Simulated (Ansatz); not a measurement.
# Calculations on BH3ClF

### Relaxation

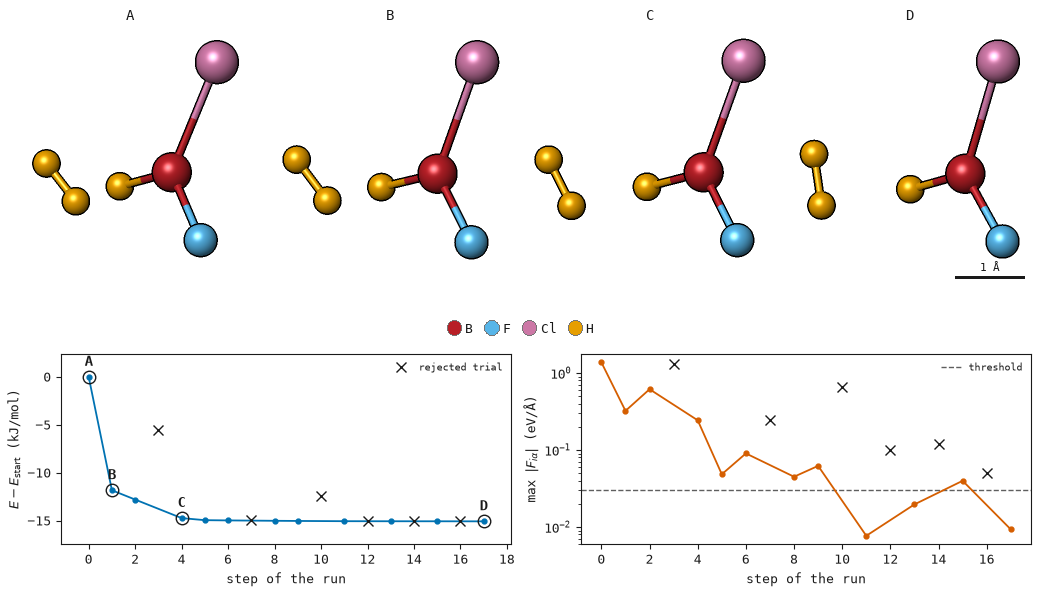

Frames of a relaxation of BH$_{3}$ClF, marked on the history of the run. Style: ball-and-stick. Shown from a free direction.

The run prepares an end point of a later path (reaction) calculation, from a guessed geometry.

Theory: RKS PBE0-D4/def2-SVP in Ansatz 0.2.0.

Input
```yaml
crystal:
  periodic: [false, false, false]
  atoms:
    - { symbol: B, position_ang: [0.039603, -0.252856, 0.029483] }
    - { symbol: F, position_ang: [0.0596, -0.519916, 1.319382] }
    - { symbol: Cl, position_ang: [1.524648, -0.403962, -0.891254] }
    - { symbol: H, position_ang: [-0.993762, 0.004948, -0.526725] }
    - { symbol: H, position_ang: [0.291323, 2.030648, 0.712269] }
    - { symbol: H, position_ang: [0.227088, 1.604738, 1.286045] }
basis:
  gaussian: { orbitals: def2-SVP }
hamiltonian:
  xc: pbe0
  dispersion: d4
relax:
  f_tol: 0.03
  max_steps: 50
```

Command:
```bash
ansatz run input.yaml --threads 1 --pin off --max-ram 2048MiB --backend cpu --events-out ev --progress --plain --runs-dir out
```

> Describe the path.

The energy falls by 15.1 kJ/mol in 11 accepted moves (17 points after the start). Largest force component: 1.4 eV/Å at the start, 0.0093 eV/Å at the end. The line search rejected the trial steps at points 3, 7, 10, 12, 14, 16 of the run. The forces were under the threshold at step 11, but the run went on from there. The largest move after the best rigid fit is that of H6, 0.57 Å. Largest moves by element: H 0.57 Å, F 0.41 Å, B 0.26 Å, Cl 0.05 Å. Near-neighbour distances that change, for instance: H5–H6 0.717 → 0.761 Å, B1–Cl3 1.754 → 1.746 Å, B1–F2 1.317 → 1.312 Å. From step 0 to 1: F2 moves most (0.20 Å), energy −11.8 kJ/mol. From step 1 to 4: H6 moves most (0.29 Å), energy −2.90 kJ/mol. From step 4 to 17: H6 moves most (0.15 Å), energy −0.34 kJ/mol.

### Relaxation

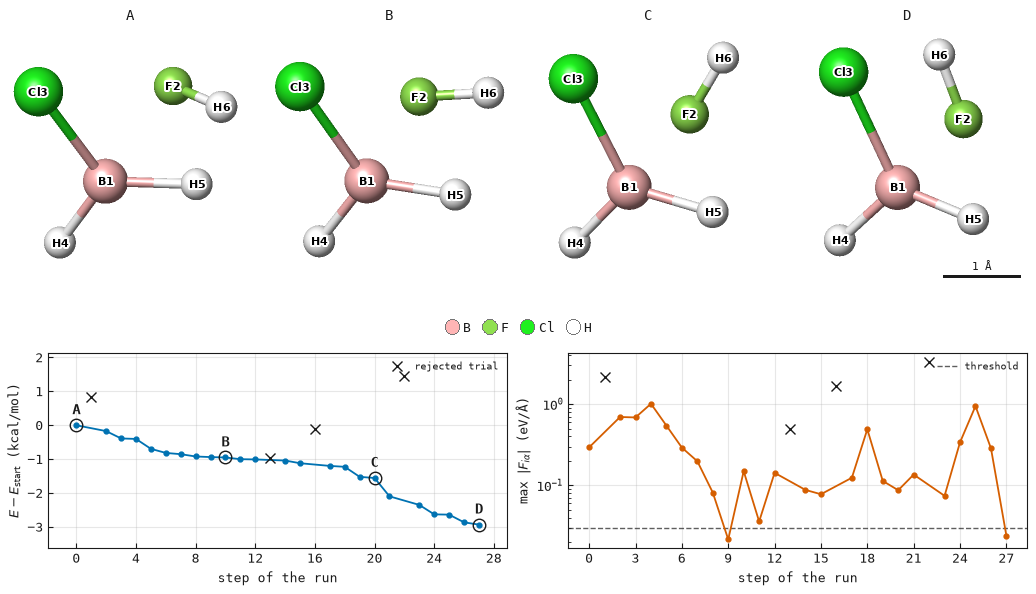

Frames of a relaxation of BH₃ClF, marked on the history of the run. The picture is a ball-and-stick view, seen from a free direction.

The run prepares an end point of a later path (reaction) calculation, from a guessed geometry.

These are results of Ansatz 0.2.0, RKS PBE0-D4/def2-SVP, not measurements.

Input file:
```yaml
crystal:
  periodic: [false, false, false]
  atoms:
    - { symbol: B, position_ang: [0.10371, 0.442131, -0.413735] }
    - { symbol: F, position_ang: [0.057242, -0.013254, 2.063136] }
    - { symbol: Cl, position_ang: [1.590108, -0.247873, -0.998174] }
    - { symbol: H, position_ang: [-0.93708, -0.121373, -0.616128] }
    - { symbol: H, position_ang: [0.160876, 1.53447, 0.078186] }
    - { symbol: H, position_ang: [0.173644, 0.869499, 1.815915] }
basis:
  gaussian: { orbitals: def2-SVP }
hamiltonian:
  xc: pbe0
  dispersion: d4
relax:
  f_tol: 0.03
  max_steps: 50
output:
  orbitals: {}
```

Run as
```bash
ansatz run input.yaml --threads 1 --pin off --max-ram 2048MiB --backend cpu --events-out ev --progress --plain --runs-dir out
```

What happens along the run?

Answer. The atom that moves furthest after the best rigid fit is H6 (1.03 Å). By element the largest moves are H 1.03 Å, Cl 0.59 Å, F 0.59 Å, B 0.25 Å. Some distances before and after: B1–F2 2.519 → 1.949 Å, B1–Cl3 1.740 → 1.804 Å, F2–H6 0.924 → 0.937 Å. Among the angles between lasting bonds that change: Cl3–B1–H4 119.9° → 115.8°. The energy falls by 2.93 kcal/mol in 23 accepted moves (27 points after the start). The largest force component goes from 0.29 to 0.024 eV/Å. The line search rejected the trial steps at points 1, 13, 16, 22 of the run. The forces were under the threshold at step 9, but the run went on from there. From step 0 to 10: F2 moves most (0.32 Å), energy −0.95 kcal/mol. From step 10 to 20: H6 moves most (0.53 Å), energy −0.61 kcal/mol. From step 20 to 27: H6 moves most (0.50 Å), energy −1.38 kcal/mol.

```
step  E − E(0), kcal/mol  largest force component, eV/Å      note
   0                0.00                         0.2938          
   1                0.85                         2.1625  rejected
   2               -0.17                         0.6939          
   3               -0.39                         0.6852          
   4               -0.40                         1.0100          
   5               -0.70                         0.5436          
   6               -0.82                         0.2916          
   7               -0.85                         0.1981          
   8               -0.92                         0.0816          
   9               -0.94                         0.0216          
  10               -0.95                         0.1493          
  11               -1.00                         0.0359          
  12               -1.01                         0.1427          
  13               -0.97                         0.4877  rejected
  14               -1.04                         0.0879          
  15               -1.12                         0.0778          
  16               -0.12                         1.6691  rejected
  17               -1.20                         0.1241          
  18               -1.23                         0.4898          
  19               -1.52                         0.1134          
  20               -1.56                         0.0872          
  21               -2.10                         0.1358          
  22                1.44                         3.3296  rejected
  23               -2.35                         0.0744          
  24               -2.63                         0.3390          
  25               -2.64                         0.9444          
  26               -2.86                         0.2866          
  27               -2.93                         0.0241
```

### Path

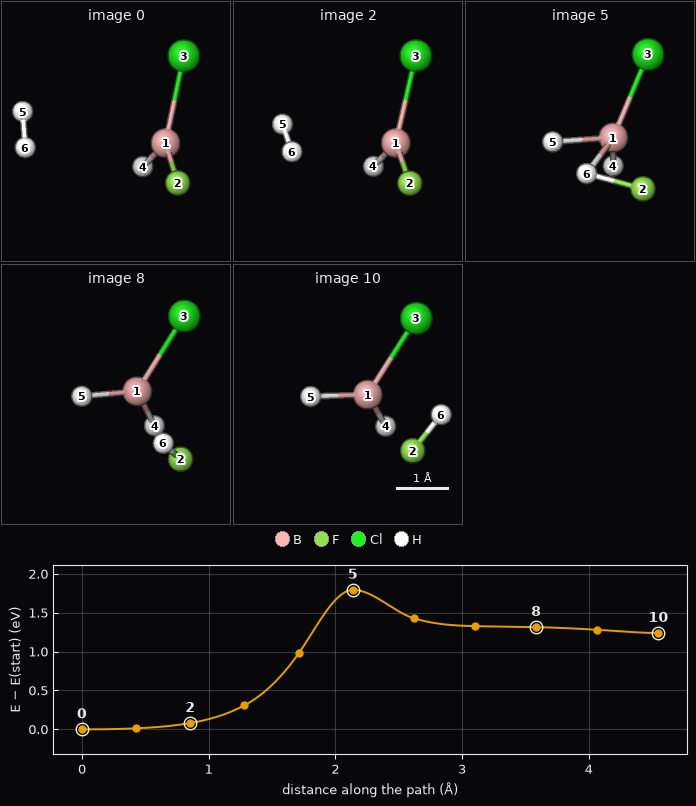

NEB run on BH₃ClF, made up at the start of BHClF and H₂. Images are numbered from 0 (start) to 10 (end). The picture is a ball-and-stick view, seen at a tilt.

Theory: Ansatz, RKS PBE0-D4/def2-SVP. Settings: 9 movable images; climbing image; force threshold 0.03 eV/Å; iteration limit 55; starting path through a guess of the saddle point.

### Read off the barrier and say what moves.

The highest point, image 5, lies 1.79 eV above the start and 0.56 eV above the end; the end is at +1.24 eV relative to the start. Breaking: B1–F2 (1.31 → 1.62 at the top → 1.95 Å), H5–H6 (0.76 → 1.08 at the top → 2.83 Å). Forming: B1–H5 (3.03 → 1.32 at the top → 1.20 Å), F2–H6 (3.07 → 1.14 at the top → 0.94 Å). The band converged in 37 iterations, with a climbing image at the top. At the top, the vibrational analysis gives one imaginary mode (1123i cm⁻¹), as a transition state must have.

Limits of the set-up: the start holds two separate molecules, 3.0 Å apart at their closest, whose relative position is a soft coordinate.
